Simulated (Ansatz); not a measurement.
# (BaO)2(AgCl)2 [001] superlattice, started as rocksalt type: phonons and vibrational spectra

The cell of (BaO)2(AgCl)2 [001] superlattice, started as rocksalt type is at rest. What are its phonons?

Method: DFT PBE, scalar-relativistic, plane waves, PAW, in Ansatz 0.2.0.

The structure was built from a prototype and need not be the compound's stable phase.

### Step 1. Starting point

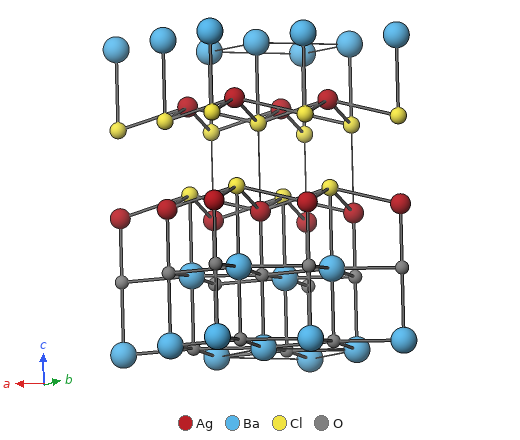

Start, viewed from a free direction; silver red, barium blue, chlorine yellow, oxygen grey. 2×2×1 cells are drawn. Some periodic images of atoms are drawn too.

### Step 2. Linear response at the zone centre

The cell comes from relaxations at this level that are not shown. The zone centre is the only wavevector solved here; it holds the modes that light can see, as far as symmetry allows. The response to a homogeneous field gives the Born charges and the dielectric tensor, and its change with displacement the Raman tensors.

The input, input.yaml:

```yaml
crystal:
  lattice:
    - [2.7583081714, 2.7583081714, 0.0]
    - [-2.7583081714, 2.7583081714, 0.0]
    - [0.0, 0.0, 11.4644651175]
  atoms:
    - { symbol: Ag, position: [0.0, 0.0, 0.4483515468] }
    - { symbol: Ag, position: [0.5, 0.5, 0.8016484532] }
    - { symbol: Ba, position: [0.0, 0.0, 0.0014295058] }
    - { symbol: Ba, position: [0.5, 0.5, 0.2485704942] }
    - { symbol: Cl, position: [0.5, 0.5, 0.5134161076] }
    - { symbol: Cl, position: [0.0, 0.0, 0.7365838924] }
    - { symbol: O, position: [0.5, 0.5, 0.0104690207] }
    - { symbol: O, position: [0.0, 0.0, 0.2395309793] }
kpoints:
  mp_grid: { grid: [8, 8, 2] }
hamiltonian:
  xc: pbe
scf:
  occupations: { method: fixed }
output:
  eigenvalues: true
phonons:
  method: dfpt
  dielectric: true
  rigid_motions: translations
  raman: true
```

On the command line:

```bash
> ansatz run input.yaml --threads 4 --pin off --max-ram 14336MiB --backend cpu --events-out ev --progress --plain --runs-dir out
```

Numbers of over 12 decimals in the logs are rounded to 6 here.

The log of the run:

```text
Engine: ansatz 0.2.0, aarch64-unknown-linux-gnu
Pseudopotentials: kind: paw
Pseudopotential: Ag, paw, valence charge 19, recommended cutoff 420 eV (normal), Ag.paw.azcp
Pseudopotential: Ba, paw, valence charge 10, recommended cutoff 420 eV (normal), Ba.paw.azcp
Pseudopotential: Cl, paw, valence charge 7, recommended cutoff 420 eV (normal), Cl.paw.azcp
Pseudopotential: O, paw, valence charge 6, recommended cutoff 420 eV (normal), O.paw.azcp
Functional definition: PBE
  parameter kappa = 0.804
  parameter beta = 0.066725
  exchange = pbe_x(kappa = kappa, mu = beta*pi^2/3)
  correlation = pbe_c(beta = beta)
Crystal: 8 atoms, lattice volume = 174.449 Å³
Basis set: ecut = 420 eV, 3399 PW (Γ), exchange–correlation on 60×60×160 points (8 copies of the dense FFT grid, shifted against one another)
Bands: 51, of which v1, the nominal top of the filled ones, is band 42 counted from 1 (41 counted from 0)
Symmetry: 16 space group operations
k-points: 42 of 128 (irreducible under 2 space group operations, time reversal used)
Non-local potential: Ag, projectors of the file, l = 0: 3, l = 1: 2, l = 2: 2, l = 3: 1
Non-local potential: Ba, projectors of the file, l = 0: 3, l = 1: 2, l = 2: 2, l = 3: 2
Non-local potential: Cl, projectors of the file, l = 0: 2, l = 1: 2, l = 2: 2
Non-local potential: O, projectors of the file, l = 0: 2, l = 1: 2, l = 2: 1
PAW form: soft (Blöchl's): semilocal exchange-correlation on the pseudo side does not see the compensation charge
PAW one-centre angular grid: Ag, 590 points (default); XC on 64 Gauss nodes
PAW one-centre angular grid: Ba, 194 points (default); XC on 64 Gauss nodes
PAW one-centre angular grid: Cl, 110 points (default); XC on 64 Gauss nodes
PAW one-centre angular grid: O, 110 points (default); XC on 64 Gauss nodes
Initial density: superposition of atomic densities (neutral atoms: chi_scale 0, normalization atom), corrected by the library's trained network
Initial wavefunctions: pseudopotential atomic-orbital guess
Functional: x = pbe(κ = 0.804, μ = 0.219515), c = pbe(β = 0.066725)
SCF iter   1: F=—  HF=-30381.122917 eV  |F-HF|=—  |Δ(HF+E_count)|=         —  Δρ=1.49e-3  dr2=8.04e-3  ethr=1.77e-3  ⟨swp⟩=4.4  Hψ=7333  notcnv=0  defer=281
preconditioner: auto → Resta (q_TF=auto, 2.415 Å⁻¹)  ε∞=5.7  [insulator: Δε(μ)=1.718 eV  Ē_g=10.426 eV  n_scr=48 (ndim 8)  ℏωp=22.5 eV  f_vac=0.017  ε∞_Penn≈5.7]
SCF iter   2: F=—  HF=-30381.121670 eV  |F-HF|=—  |Δ(HF+E_count)|=   1.25e-3  Δρ=7.91e-4  dr2=1.62e-3  ethr=9.57e-6  ⟨swp⟩=2.6  Hψ=4614  notcnv=0  defer=292
SCF iter   3: F=—  HF=-30381.121798 eV  |F-HF|=—  |Δ(HF+E_count)|=   1.28e-4  Δρ=6.51e-4  dr2=6.62e-4  ethr=1.92e-6  ⟨swp⟩=2.0  Hψ=3769  notcnv=0  defer=294
SCF iter   4: F=—  HF=-30381.121696 eV  |F-HF|=—  |Δ(HF+E_count)|=   1.02e-4  Δρ=1.34e-4  dr2=6.53e-5  ethr=7.88e-7  ⟨swp⟩=2.0  Hψ=3450  notcnv=0  defer=282
SCF iter   5: F=—  HF=-30381.121700 eV  |F-HF|=—  |Δ(HF+E_count)|=   3.96e-6  Δρ=6.87e-5  dr2=1.14e-5  ethr=7.77e-8  ⟨swp⟩=2.1  Hψ=3694  notcnv=0  defer=221
SCF iter   6: F=—  HF=-30381.121708 eV  |F-HF|=—  |Δ(HF+E_count)|=   7.84e-6  Δρ=3.23e-5  dr2=1.53e-6  ethr=1.36e-8  ⟨swp⟩=2.0  Hψ=3369  notcnv=0  defer=189
SCF iter   7: F=—  HF=-30381.121712 eV  |F-HF|=—  |Δ(HF+E_count)|=   4.59e-6  Δρ=9.32e-6  dr2=1.20e-7  ethr=1.82e-9  ⟨swp⟩=2.0  Hψ=3744  notcnv=0  defer=164
SCF iter   8: F=—  HF=-30381.121712 eV  |F-HF|=—  |Δ(HF+E_count)|=   1.55e-7  Δρ=2.34e-6  dr2=1.03e-8  ethr=1.43e-10  ⟨swp⟩=2.0  Hψ=3736  notcnv=0  defer=164
SCF iter   9: F=—  HF=-30381.121712 eV  |F-HF|=—  |Δ(HF+E_count)|=   2.27e-8  Δρ=4.84e-7  dr2=5.25e-10  ethr=1.22e-11  ⟨swp⟩=2.0  Hψ=3606  notcnv=0  defer=164
SCF iter  10: F=-30381.121712 eV  HF=-30381.121712 eV  |F-HF|=1.46e-11  |Δ(HF+E_count)|=  8.26e-10  Δρ=1.07e-7  dr2=2.47e-11  ethr=1.00e-12  ⟨swp⟩=17.3  Hψ=15928  notcnv=0
SCF 1 converged in 10 iterations: F = -30381.121712 eV  dr2 = 2.47e-11
  greatest PAW one-centre occupation: 1.000 electrons in one spin orbital (limit 2), on the Ag atom at site 1 (counted from 0), in its partial waves of l = 0
DFPT response loops at Γ: preconditioner auto → Resta (q_TF=auto, 2.415 Å⁻¹)  ε∞=5.8 (no band partly filled); β = 1.00, the filter's whole step (`scf.mixing.beta` (0.50) is not read by the response loops at its default; to damp them type it under 1.00, their step now; it binds the ground state too); Broyden in place of MSR1
── the response to a field inside a basis, on 10×10×4 k-points: an SCF that follows is theirs, and a resumed run solves both again ──
Bands: 43, of which v1, the nominal top of the filled ones, is band 42 counted from 1 (41 counted from 0)
k-points: 30
Initial density: handed on by an earlier stage of this run
Initial wavefunctions: pseudopotential atomic-orbital guess (no wavefunctions were taken with the density)
Eigensolver: Dense (30 Hₖ)
SCF iter   1: F=—  HF=-30380.720435 eV  |F-HF|=—  |Δ(HF+E_count)|=         —  Δρ=7.74e-4  dr2=3.40e-4  ethr=1.00e-1
preconditioner: auto → Resta (q_TF=auto, 2.415 Å⁻¹)  ε∞=7.8  [insulator: Δε(μ)=1.900 eV  Ē_g=8.619 eV  n_scr=48 (ndim 8)  ℏωp=22.5 eV  f_vac=0.016  ε∞_Penn≈7.8]
SCF iter   2: F=—  HF=-30380.720535 eV  |F-HF|=—  |Δ(HF+E_count)|=   9.96e-5  Δρ=3.78e-4  dr2=1.03e-4  ethr=4.05e-7
SCF iter   3: F=—  HF=-30380.720587 eV  |F-HF|=—  |Δ(HF+E_count)|=   5.26e-5  Δρ=1.82e-4  dr2=2.77e-5  ethr=1.22e-7
SCF iter   4: F=—  HF=-30380.720600 eV  |F-HF|=—  |Δ(HF+E_count)|=   1.24e-5  Δρ=7.65e-5  dr2=1.05e-5  ethr=3.29e-8
SCF iter   5: F=—  HF=-30380.720599 eV  |F-HF|=—  |Δ(HF+E_count)|=   1.27e-6  Δρ=1.61e-5  dr2=3.82e-7  ethr=1.25e-8
SCF iter   6: F=—  HF=-30380.720599 eV  |F-HF|=—  |Δ(HF+E_count)|=   3.66e-7  Δρ=4.56e-6  dr2=3.63e-8  ethr=4.55e-10
SCF iter   7: F=—  HF=-30380.720599 eV  |F-HF|=—  |Δ(HF+E_count)|=   5.71e-8  Δρ=1.01e-6  dr2=1.77e-9  ethr=4.32e-11
SCF iter   8: F=-30380.720599 eV  HF=-30380.720599 eV  |F-HF|=1.06e-10  |Δ(HF+E_count)|=   2.92e-9  Δρ=1.66e-7  dr2=5.13e-11  ethr=2.10e-12
SCF 1 converged in 8 iterations: F = -30380.720599 eV  dr2 = 5.13e-11
DFPT response loops at Γ: preconditioner auto → Resta (q_TF=auto, 2.415 Å⁻¹)  ε∞=5.6 (no band partly filled); β = 1.00, the filter's whole step (`scf.mixing.beta` (0.50) is not read by the response loops at its default; to damp them type it under 1.00, their step now; it binds the ground state too); Broyden in place of MSR1
DFPT response loops at Γ: mixed as the last ones told, above
[...]
Γ frequencies (cm⁻¹): 0.00 0.00 0.00 38.65 38.65 52.69 52.69 61.01 61.13 61.13 74.13 74.13 78.49 88.44 88.44 107.25 159.18 162.36 162.36 170.38 170.38 198.21 307.49 308.57
  ε∞ (high-frequency dielectric tensor):
        4.669576    -0.000000     0.000000
       -0.000000     4.669576     0.000000
        0.000000     0.000000     4.441274
  ε⁰ (static dielectric tensor: ions relaxed, cell fixed):
       37.231179     0.000000    -0.000000
        0.000000    37.231179     0.000000
       -0.000000     0.000000    11.762562
  ε⁰ − ε∞ (ionic part):
       32.561603     0.000000    -0.000000
        0.000000    32.561603     0.000000
       -0.000000     0.000000     7.321289
  softest optical mode at Γ: 38.65 cm⁻¹; the repairs (sum rule, projections) moved no ω² at Γ by more than (2.15 cm⁻¹)²
  Born effective charges Z* (e; rows j = field, columns β = displacement):
    site 0:
         1.28977    0.00000    0.00000
        -0.00000    1.28977    0.00000
         0.00000    0.00000    1.35891
    site 1:
         1.28977    0.00000    0.00000
        -0.00000    1.28977    0.00000
        -0.00000   -0.00000    1.35891
    site 2:
         2.78643    0.00000   -0.00000
        -0.00000    2.78643   -0.00000
         0.00000    0.00000    2.42393
    site 3:
         2.78643    0.00000    0.00000
        -0.00000    2.78643    0.00000
         0.00000    0.00000    2.42393
    site 4:
        -1.52837   -0.00000   -0.00000
         0.00000   -1.52837   -0.00000
         0.00000    0.00000   -1.41705
    site 5:
        -1.52837   -0.00000    0.00000
         0.00000   -1.52837    0.00000
         0.00000    0.00000   -1.41705
    site 6:
        -2.54783    0.00000    0.00000
        -0.00000   -2.54783   -0.00000
         0.00000    0.00000   -2.36580
    site 7:
        -2.54783    0.00000    0.00000
        -0.00000   -2.54783    0.00000
         0.00000    0.00000   -2.36580
  Z* charge neutrality: 3.566e-2 e pre-enforcement
  solved inside a basis spanned on kpoints, on 10×10×4 k-points transformed towards the longest dipole: ε∞ is read to err by 2.7e-2, Z* by 2.7e-2 e (field_mesh: kpoints solves on kpoints); Z* is corrected for what the basis lacks
  Raman tensors (in the event stream and the table raman_tensors.tsv): an entry may err by 4.5e-1 Å², one of the second-order susceptibility by 1.6e-18 pm/V (basis, points and sum rule); their sum over the sites missed zero by 1.776e-15 Å² ahead of its enforcement
  optical modes at Γ without the LO–TO term, one row a degenerate level:
      ω (cm⁻¹)  modes    IR ((D/Å)²/amu)  static Raman (Å⁴/amu)  depolarisation
         38.65      2             0.0000                 0.6439           0.750
         52.69      2             3.0215                 0.0000               —
         61.01      1             0.0000                11.0513           0.133
         61.13      2            10.6670                 0.0000               —
         74.13      2             0.0000                 0.0131           0.750
         78.49      1             1.3385                 0.0000               —
         88.44      2             0.0000                 0.0021           0.750
        107.25      1             0.0000                 4.5096           0.000
        159.18      1             5.8557                 0.0000               —
        162.36      2            36.4759                 0.0000               —
        170.38      2             0.0000                 1.1846           0.750
        198.21      1             0.0000                83.9414           0.473
        307.49      1             0.0000                61.9808           0.252
        308.57      1            14.3254                 0.0000               —
  optical modes at Γ + LO–TO along q̂ = [1.0000, 0.0000, 0.0000]:
      ω (cm⁻¹)  modes    IR ((D/Å)²/amu)  static Raman (Å⁴/amu)  depolarisation
         38.65      2             0.0000                 0.6439           0.750
         52.69      1             1.5107                 0.0000               —
         54.44      1             0.0028                 0.0000               —
         61.01      1             0.0000                11.0513           0.133
         61.13      1             5.3335                 0.0000               —
         74.13      2             0.0000                 0.0131           0.750
         78.49      1             1.3385                 0.0000               —
         88.44      2             0.0000                 0.0021           0.750
         91.89      1             0.4233                 0.0000               —
        107.25      1             0.0000                 4.5096           0.000
        159.18      1             5.8557                 0.0000               —
        162.36      1            18.2380                 0.0000               —
        170.38      2             0.0000                 1.1846           0.750
        198.21      1             0.0000                83.9414           0.473
        295.19      1            24.6561                 0.0000               —
        307.49      1             0.0000                61.9808           0.252
        308.57      1            14.3254                 0.0000               —
  optical modes at Γ + LO–TO along q̂ = [0.0000, 1.0000, 0.0000]:
      ω (cm⁻¹)  modes    IR ((D/Å)²/amu)  static Raman (Å⁴/amu)  depolarisation
         38.65      2             0.0000                 0.6439           0.750
         52.69      1             1.5107                 0.0000               —
         54.44      1             0.0028                 0.0000               —
         61.01      1             0.0000                11.0513           0.133
         61.13      1             5.3335                 0.0000               —
         74.13      2             0.0000                 0.0131           0.750
         78.49      1             1.3385                 0.0000               —
         88.44      2             0.0000                 0.0021           0.750
         91.89      1             0.4233                 0.0000               —
        107.25      1             0.0000                 4.5096           0.000
        159.18      1             5.8557                 0.0000               —
        162.36      1            18.2380                 0.0000               —
        170.38      2             0.0000                 1.1846           0.750
        198.21      1             0.0000                83.9414           0.473
        295.19      1            24.6561                 0.0000               —
        307.49      1             0.0000                61.9808           0.252
        308.57      1            14.3254                 0.0000               —
  optical modes at Γ + LO–TO along q̂ = [0.0000, 0.0000, 1.0000]:
      ω (cm⁻¹)  modes    IR ((D/Å)²/amu)  static Raman (Å⁴/amu)  depolarisation
         38.65      2             0.0000                 0.6439           0.750
         52.69      2             3.0215                 0.0000               —
         61.01      1             0.0000                11.0513           0.133
         61.13      2            10.6670                 0.0000               —
         74.13      2             0.0000                 0.0131           0.750
         87.85      1             0.2305                 0.0000               —
         88.44      2             0.0000                 0.0021           0.750
        107.25      1             0.0000                 4.5096           0.000
        162.36      2            36.4759                 0.0000               —
        170.38      2             0.0000                 1.1846           0.750
        189.23      1             2.2368                 0.0000               —
        198.21      1             0.0000                83.9414           0.473
        307.49      1             0.0000                61.9808           0.252
        377.40      1            19.0522                 0.0000               —
[key lines of the parts left out:]
SCF converged after 10 iterations
Free energy (F): -30381.121712 eV
Fermi energy:    7.639068 eV
```

It took 8 min on 4 threads of Arm Neoverse V2, shared host; peak memory 3.3 GiB; 31 min of CPU time.

The column dr2 measures how far the density is from self-consistency, as an energy; F and HF (Harris–Foulkes) agree once it is small.

This step gave:

| Property | Result |
| --- | --- |
| gap on the k-mesh | 1.758 eV |
| volume per atom | 21.81 Å³ |
| sum-rule residual before enforcement | 1.32e-4 eV/Å² |
| miss of the charge sum rule | 0.03566 e |
| estimated error of the dielectric tensor | 0.02658 |
| estimated error of the Born charges | 0.02686 e |
| point group | 4/mmm |
| highest optical mode at the zone centre (no LO-TO term) | 308.6 cm⁻¹ |
| lowest optical zone-centre mode | 38.65 cm⁻¹ |
| mean high-frequency dielectric constant | 4.593 |
| largest Born charge (third of the trace) | 2.666 e |
| mean static dielectric constant | 28.74 |
| top of the zone-centre spectrum with the field | 377.4 cm⁻¹ |

Without the LO-TO term. Patterns of degenerate modes are one choice out of their space. The modes at Γ (shares of kinetic energy by element, %):

```
mode  frequency (cm⁻¹)  symmetry  Ag %  Ba %  Cl %  O %
   1               0.0  acoustic    36    46    12    5
   2               0.0  acoustic    36    46    12    5
   3               0.0  acoustic    36    46    12    5
   4              38.6        Eg    87     9     3    1
   5              38.6        Eg    87     9     3    1
   6              52.7        Eu    28    48    24    0
   7              52.7        Eu    28    48    24    0
   8              61.0       A1g    90     4     4    2
   9              61.1        Eu    36     1    62    2
  10              61.1        Eu    36     1    62    2
  11              74.1        Eg    10    89     0    1
  12              74.1        Eg    10    89     0    1
  13              78.5       A2u    64    25     8    3
  14              88.4        Eg     4     0    94    2
  15              88.4        Eg     4     0    94    2
  16             107.2       A1g     8    79    12    2
  17             159.2       A2u     0    24    75    1
  18             162.4        Eu     0     5     2   92
  19             162.4        Eu     0     5     2   92
  20             170.4        Eg     0     1     3   96
  21             170.4        Eg     0     1     3   96
  22             198.2       A1g     1    12    83    4
  23             307.5       A1g     1     4     1   93
  24             308.6       A2u     0     4     5   91
```

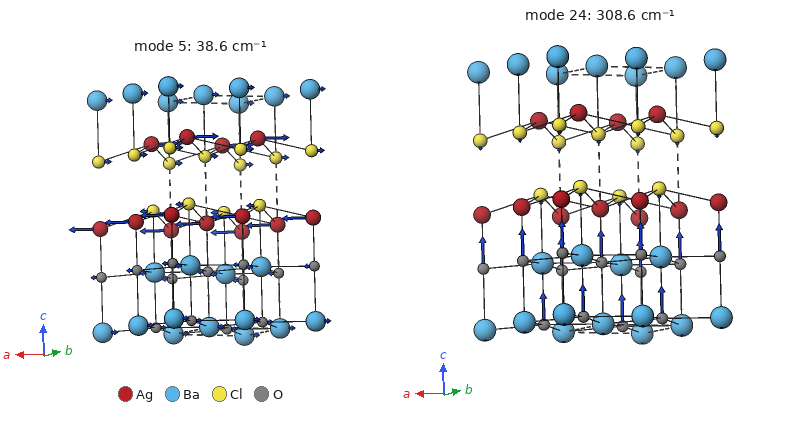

Displacement patterns of modes 5 and 24 at Γ; arrows are exaggerated. 2×2×1 cells are drawn. Some periodic images of atoms are drawn too.

Optical modes at the zone centre, without and with the macroscopic field of the longitudinal modes; each column is sorted by frequency, so a row need not hold one and the same mode. Modes with and without the field, by row:

```
rank among optical modes  no field (cm⁻¹)  q along (1, 0, 0) (cm⁻¹)  q along (0, 0, 1) (cm⁻¹)
                       1             38.6                      38.6                      38.6
                       2             38.6                      38.6                      38.6
                       3             52.7                      52.7                      52.7
                       4             52.7                      54.4                      52.7
                       5               61                        61                        61
                       6             61.1                      61.1                      61.1
                       7             61.1                      74.1                      61.1
                       8             74.1                      74.1                      74.1
                       9             74.1                      78.5                      74.1
                      10             78.5                      88.4                      87.8
                      11             88.4                      88.4                      88.4
                      12             88.4                      91.9                      88.4
                      13            107.2                     107.2                     107.2
                      14            159.2                     159.2                     162.4
                      15            162.4                     162.4                     162.4
                      16            162.4                     170.4                     170.4
                      17            170.4                     170.4                     170.4
                      18            170.4                     198.2                     189.2
                      19            198.2                     295.2                     198.2
                      20            307.5                     307.5                     307.5
                      21            308.6                     308.6                     377.4
```

Born charge (rows field, columns displacement) (e), principal values of the symmetric part by kind of site:

```
atom  atoms with these values    low  middle   high   mean
 Ag1                        2   1.29    1.29   1.36   1.31
 Ba3                        2   2.42    2.79   2.79   2.67
 Cl5                        2  -1.53   -1.53  -1.42  -1.49
  O7                        2  -2.55   -2.55  -2.37  -2.49
```

In full for O7:

```
-2.55  0.00  0.00
 0.00 -2.55  0.00
 0.00  0.00 -2.37
```

High-frequency dielectric tensor:

```
4.67 0.00 0.00
0.00 4.67 0.00
0.00 0.00 4.44
```

Static dielectric tensor (ions relaxed, fixed cell):

```
37.23  0.00  0.00
 0.00 37.23  0.00
 0.00  0.00 11.76
```

(Continued in part 2 of 2.)

[Logs are printed without paths, hosts, clocks, repeated set-up lines and the standing remarks that a program may print on its own settings, such as how far it seeks lower states.]

[Hosts, paths, dates, database ids (printed as entryN), source tags and the programs' standing remarks are cut or masked in the printed files.]
